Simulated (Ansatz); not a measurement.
**C₂H₇NOSi₂: one species, many methods, part 1 of 2**

Aim: compute C₂H₇NOSi₂ with functionals from several rungs and with coupled cluster. The yardstick is the atomisation energy at the CCSD(T) limit.

Program: Ansatz 0.2.0, Gaussian basis. Level of theory: functionals in def2-TZVPP, the program's frozen cores in correlated methods. These are calculated values, not measurements.

Plan: PBE-D4, r2SCAN-D4, PBE0-D4, B3LYP-D4, ωB97X-V, ωB97M-V, B2PLYP; CCSD(T)/def2-TZVPP; MP2/def2-QZVPP; extrapolation to the limit.

## Step 1: Structure used throughout

An earlier PBE0-D4 in a triple-zeta def2 set relaxation fixed the geometry.

13 atoms, charge 0, spin multiplicity 1.

Atoms are counted from 1 here; the program's logs count them from 0.

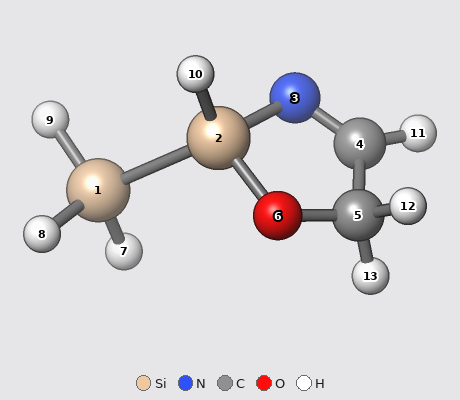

The structure; silicon light orange, nitrogen blue, carbon grey, oxygen red, hydrogen white; atoms are numbered from 1 in the order of the file.

## Step 2: PBE-D4 (GGA)

The input, in.yaml:

```yaml
crystal:
  periodic: [false, false, false]
  atoms:
    - {symbol: Si, position_ang: [-2.010216, 0.405380, -1.312942]}
    - {symbol: Si, position_ang: [-0.118136, 0.905037, -0.022987]}
    - {symbol: N, position_ang: [1.370531, 0.274759, -0.725256]}
    - {symbol: C, position_ang: [1.821176, -0.558942, 0.115980]}
    - {symbol: C, position_ang: [1.069561, -0.801040, 1.404391]}
    - {symbol: O, position_ang: [-0.072486, 0.022376, 1.396056]}
    - {symbol: H, position_ang: [-2.055515, -1.053583, -1.598894]}
    - {symbol: H, position_ang: [-3.244664, 0.791550, -0.577222]}
    - {symbol: H, position_ang: [-1.967953, 1.154886, -2.597313]}
    - {symbol: H, position_ang: [-0.012157, 2.366134, 0.241562]}
    - {symbol: H, position_ang: [2.748914, -1.114825, -0.061487]}
    - {symbol: H, position_ang: [1.708492, -0.568244, 2.266965]}
    - {symbol: H, position_ang: [0.782854, -1.858087, 1.486048]}
basis:
  gaussian: {orbitals: def2-TZVPP}
hamiltonian: {xc: pbe, dispersion: d4}
output: {forces: true, orbitals: {seedname: orbitals}}
```

Launch:

```bash
> ansatz run in.yaml --threads 2 --pin off --events-out ev --progress --plain --max-ram 32768MiB --backend cuda --devices 0, --max-vram 18GiB
```

Standard output (excerpt; [...] marks lines left out):

```text
Functional definition: PBE
  name "PBE"
  cite "Perdew, Burke & Ernzerhof, Phys. Rev. Lett. 77, 3865 (1996) doi:10.1103/PhysRevLett.77.3865"
  parent pbe
[...]
1655 factors; their error is unknown
[...]
mean field -21468.72371339 eV, -788.9610444434 hartree, gradient 2.2e-5 eV, S^2 0.000000; 0 other end points of the search recorded, 0 dependent functions left out
[...]
reference -21468.72376484 eV, -788.9610463341 hartree; 31, 31 occupied and 275, 275 virtual orbitals, 1655 factors
Total energy: -21469.06371889 eV, -788.9735394151 hartree
Atom 0 at    -2.010216     0.405380    -1.312942 Å, force     0.059251     0.019353     0.032530 eV/Å
Atom 1 at    -0.118136     0.905037    -0.022987 Å, force    -0.245436     0.248239    -0.285057 eV/Å
Atom 2 at     1.370531     0.274759    -0.725256 Å, force    -0.011049     0.453373    -0.726292 eV/Å
Atom 3 at     1.821176    -0.558942     0.115980 Å, force     0.276315    -0.408517     0.346582 eV/Å
Atom 4 at     1.069561    -0.801040     1.404391 Å, force     0.179291    -0.135816    -0.007936 eV/Å
Atom 5 at    -0.072486     0.022376     1.396056 Å, force    -0.451250     0.031949     0.500978 eV/Å
Atom 6 at    -2.055515    -1.053583    -1.598894 Å, force    -0.008651    -0.147475    -0.031523 eV/Å
Atom 7 at    -3.244664     0.791550    -0.577222 Å, force    -0.127175     0.037188     0.069936 eV/Å
Atom 8 at    -1.967953     1.154886    -2.597313 Å, force    -0.004781     0.074684    -0.133433 eV/Å
Atom 9 at    -0.012157     2.366134     0.241562 Å, force     0.012160     0.180885     0.021790 eV/Å
Atom 10 at     2.748914    -1.114825    -0.061487 Å, force     0.218700    -0.132720    -0.034503 eV/Å
Atom 11 at     1.708492    -0.568244     2.266965 Å, force     0.151838     0.028975     0.207461 eV/Å
Atom 12 at     0.782854    -1.858087     1.486048 Å, force    -0.049210    -0.250117     0.039465 eV/Å
Dipole moment:     0.138139    -0.235040     0.213160 e Å
```

It took 11 s on 1 × H100 (card shared with other runs) with 2 threads of AMD EPYC 7R13, shared host; peak host memory 0.82 GiB.

With the free atoms at this level, -21417.452 eV in sum, the atomisation energy is 51.612 eV. HOMO -6.16 eV, LUMO -1.90 eV.

## Step 3: r2SCAN-D4 (meta-GGA)

in.yaml, as its differences from that of step 2:

```diff
@@ -18,3 +18,3 @@
   gaussian: {orbitals: def2-TZVPP}
-hamiltonian: {xc: pbe, dispersion: d4}
+hamiltonian: {xc: r2scan, dispersion: d4}
 output: {forces: true, orbitals: {seedname: orbitals}}
```

Launched as before.

Standard output (excerpt; [...] marks lines left out):

```text
Functional definition: r2SCAN
  name "r2SCAN"
  cite "Furness, Kaplan, Ning, Perdew & Sun, J. Phys. Chem. Lett. 11, 8208 (2020) doi:10.1021/acs.jpclett.0c02405"
  cite "Furness, Kaplan, Ning, Perdew & Sun, J. Phys. Chem. Lett. 11, 9248 (2020) doi:10.1021/acs.jpclett.0c03077"
  parent r2scan
[...]
1655 factors; their error is unknown
[...]
mean field -21479.21235102 eV, -789.3464947669 hartree, gradient 2.7e-5 eV, S^2 0.000000; 0 other end points of the search recorded, 0 dependent functions left out
[...]
reference -21479.21236635 eV, -789.3464953305 hartree; 31, 31 occupied and 275, 275 virtual orbitals, 1655 factors
Total energy: -21479.29748167 eV, -789.3496232608 hartree
Atom 0 at    -2.010216     0.405380    -1.312942 Å, force    -0.020369     0.005033    -0.015634 eV/Å
Atom 1 at    -0.118136     0.905037    -0.022987 Å, force    -0.044573     0.074336    -0.050608 eV/Å
[...]
Atom 3 at     1.821176    -0.558942     0.115980 Å, force     0.174529    -0.191022     0.109767 eV/Å
Atom 4 at     1.069561    -0.801040     1.404391 Å, force     0.202070    -0.195476     0.070449 eV/Å
Atom 5 at    -0.072486     0.022376     1.396056 Å, force    -0.271167     0.140233     0.105564 eV/Å
Atom 6 at    -2.055515    -1.053583    -1.598894 Å, force    -0.003791     0.023667     0.001794 eV/Å
Atom 7 at    -3.244664     0.791550    -0.577222 Å, force     0.016803    -0.009582    -0.018183 eV/Å
Atom 8 at    -1.967953     1.154886    -2.597313 Å, force    -0.009567    -0.015716     0.019067 eV/Å
Atom 9 at    -0.012157     2.366134     0.241562 Å, force    -0.000227    -0.005073    -0.005279 eV/Å
Atom 10 at     2.748914    -1.114825    -0.061487 Å, force     0.023065    -0.018279     0.007496 eV/Å
Atom 11 at     1.708492    -0.568244     2.266965 Å, force     0.005242    -0.008379     0.022737 eV/Å
Atom 12 at     0.782854    -1.858087     1.486048 Å, force    -0.001805    -0.016490     0.017819 eV/Å
Dipole moment:     0.142591    -0.244291     0.219003 e Å
```

Wall time 10 s (1 × H100 (card shared with other runs) with 2 threads of AMD EPYC 7R13, shared host); peak host memory 0.85 GiB.

Atomisation energy: 50.671 eV (free atoms -21428.626 eV, run apart). HOMO -6.43 eV, LUMO -1.68 eV.

## Step 4: PBE0-D4 (hybrid)

in.yaml, as its differences from that of step 3:

```diff
@@ -18,3 +18,3 @@
   gaussian: {orbitals: def2-TZVPP}
-hamiltonian: {xc: r2scan, dispersion: d4}
-output: {forces: true, orbitals: {seedname: orbitals}}
+hamiltonian: {xc: pbe0, dispersion: d4}
+output: {orbitals: {seedname: orbitals}}
```

Same command.

Standard output:

```text
Functional definition: PBE0
  name "PBE0"
  cite "Adamo & Barone, J. Chem. Phys. 110, 6158 (1999) doi:10.1063/1.478522"
  cite "Perdew, Burke & Ernzerhof, Phys. Rev. Lett. 77, 3865 (1996) doi:10.1103/PhysRevLett.77.3865"
  parent pbe
  parameter a = 0.25
  parameter kappa = 0.804
  parameter beta = 0.06672455060314922
  exchange = (1 - a)*pbe_x(kappa = kappa, mu = beta*pi^2/3) + a*exact_x
  correlation = pbe_c(beta = beta)
1661 factors; their error is unknown
mean field evaluation 1: about -21463.1194 eV, gradient 6.2e1 eV
mean field evaluation 2: about -21454.4702 eV, gradient 8.9e1 eV
mean field evaluation 4: about -21470.4811 eV, gradient 6.3e0 eV
mean field evaluation 8: about -21470.5642 eV, gradient 1.2e-1 eV
mean field evaluation 16: about -21470.5987 eV, gradient 2.5e-4 eV
mean field -21470.59865442 eV, -789.0299472555 hartree, gradient 3.7e-5 eV, S^2 0.000000; 0 other end points of the search recorded, 0 dependent functions left out
reference -21470.59869235 eV, -789.0299486492 hartree; 31, 31 occupied and 275, 275 virtual orbitals, 1661 factors
Total energy: -21470.88779408 eV, -789.0405729421 hartree
```

It took 9 s on 1 × H100 (card shared with other runs) with 2 threads of AMD EPYC 7R13, shared host; peak host memory 0.84 GiB.

Atomisation energy: 50.646 eV (free atoms -21420.242 eV, run apart). HOMO -7.51 eV, LUMO -0.82 eV.

## Step 5: B3LYP-D4 (hybrid)

B3LYP here takes the VWN-RPA correlation.

in.yaml, as its differences from that of step 4:

```diff
@@ -18,3 +18,3 @@
   gaussian: {orbitals: def2-TZVPP}
-hamiltonian: {xc: pbe0, dispersion: d4}
-output: {orbitals: {seedname: orbitals}}
+hamiltonian: {xc: {name: B3LYP}, dispersion: d4}
+output: {forces: true, orbitals: {seedname: orbitals}}
```

Launched as before.

Standard output (excerpt; [...] marks lines left out):

```text
Functional definition: B3LYP
  name "B3LYP"
  cite "Stephens, Devlin, Chabalowski & Frisch, J. Phys. Chem. 98, 11623 (1994) doi:10.1021/j100096a001"
  cite "Becke, Phys. Rev. A 38, 3098 (1988) doi:10.1103/PhysRevA.38.3098"
  cite "Lee, Yang & Parr, Phys. Rev. B 37, 785 (1988) doi:10.1103/PhysRevB.37.785"
  cite "Vosko, Wilk & Nusair, Can. J. Phys. 58, 1200 (1980) doi:10.1139/p80-159"
[...]
1661 factors; their error is unknown
[...]
mean field -21485.00437241 eV, -789.5593476272 hartree, gradient 1.6e-5 eV, S^2 0.000000; 0 other end points of the search recorded, 0 dependent functions left out
[...]
reference -21485.00469370 eV, -789.5593594342 hartree; 31, 31 occupied and 275, 275 virtual orbitals, 1661 factors
Total energy: -21485.55265196 eV, -789.5794965287 hartree
Atom 0 at    -2.010216     0.405380    -1.312942 Å, force    -0.090329    -0.023031    -0.059260 eV/Å
[...]
Atom 3 at     1.821176    -0.558942     0.115980 Å, force     0.287130    -0.132459    -0.120152 eV/Å
Atom 4 at     1.069561    -0.801040     1.404391 Å, force     0.229726    -0.303976     0.234649 eV/Å
Atom 5 at    -0.072486     0.022376     1.396056 Å, force    -0.248517     0.128523     0.073579 eV/Å
Atom 6 at    -2.055515    -1.053583    -1.598894 Å, force    -0.001039     0.086518     0.013735 eV/Å
Atom 7 at    -3.244664     0.791550    -0.577222 Å, force     0.068927    -0.025202    -0.048874 eV/Å
Atom 8 at    -1.967953     1.154886    -2.597313 Å, force    -0.008754    -0.047254     0.073403 eV/Å
Atom 9 at    -0.012157     2.366134     0.241562 Å, force    -0.001803    -0.084236    -0.015227 eV/Å
Atom 10 at     2.748914    -1.114825    -0.061487 Å, force    -0.057261     0.025872     0.024241 eV/Å
Atom 11 at     1.708492    -0.568244     2.266965 Å, force    -0.036886    -0.023863    -0.036101 eV/Å
Atom 12 at     0.782854    -1.858087     1.486048 Å, force     0.016915     0.055541     0.009823 eV/Å
Dipole moment:     0.145600    -0.239856     0.212097 e Å
```

Wall time 9 s (1 × H100 (card shared with other runs) with 2 threads of AMD EPYC 7R13, shared host); peak host memory 0.89 GiB.

With the free atoms at this level, -21434.911 eV in sum, the atomisation energy is 50.642 eV. HOMO -7.30 eV, LUMO -1.05 eV.

## Step 6: ωB97X-V (range-separated)

in.yaml, as its differences from that of step 5:

```diff
@@ -18,3 +18,3 @@
   gaussian: {orbitals: def2-TZVPP}
-hamiltonian: {xc: {name: B3LYP}, dispersion: d4}
-output: {forces: true, orbitals: {seedname: orbitals}}
+hamiltonian: {xc: {name: wB97X-V}}
+output: {orbitals: {seedname: orbitals}}
```

The command is unchanged.

Standard output (excerpt; [...] marks lines left out):

```text
Functional definition: wB97X-V
  name "wB97X-V"
  cite "Mardirossian & Head-Gordon, Phys. Chem. Chem. Phys. 16, 9904 (2014) doi:10.1039/C3CP54374A"
  cite "Becke, J. Chem. Phys. 107, 8554 (1997) doi:10.1063/1.475007"
  cite "Vydrov & Van Voorhis, J. Chem. Phys. 133, 244103 (2010) doi:10.1063/1.3521275"
[...]
      + integral(e_c_pw_opposite_spin*poly(b97_u_opposite, cos0, cos1)) + vv10(b, c)
1661 factors; their error is unknown
386 factors; integrals over basis functions are off by at most 1.2e-5 eV
[...]
mean field -21479.59469983 eV, -789.3605458265 hartree, gradient 3.5e-5 eV, S^2 0.000000; 0 other end points of the search recorded, 0 dependent functions left out
reference -21479.59469731 eV, -789.3605457339 hartree; 31, 31 occupied and 275, 275 virtual orbitals, 1661 factors
Total energy: -21479.59469731 eV, -789.3605457339 hartree
```

Wall time 9.5 s (1 × H100 (card shared with other runs) with 2 threads of AMD EPYC 7R13, shared host); peak host memory 0.91 GiB.

Atomisation energy: 51.002 eV (free atoms -21428.593 eV, run apart). HOMO -9.81 eV, LUMO 1.47 eV.

(Continued in part 2 of 2.)
